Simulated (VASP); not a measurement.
Band structure of GaN (space group F-43m). Method: PBEsol GGA, VASP's PBE PAW potentials (set 64) (plane waves; VASP).

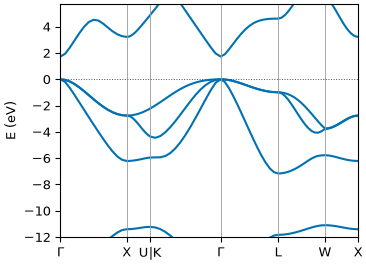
Figure: Bands along high-symmetry lines, zero at the valence-band maximum or, without a gap, the Fermi level

### Question
Read the plot: is there a gap, and where are the band edges?

### Answer
The gap is direct, 1.73 eV, from the valence maximum at Γ to the conduction minimum at Γ. (Edges off the drawn lines would not show.)

The structure comes from a computed database's GaN entry (F-43m); how it stands against other phases isn't given here. It was relaxed first.
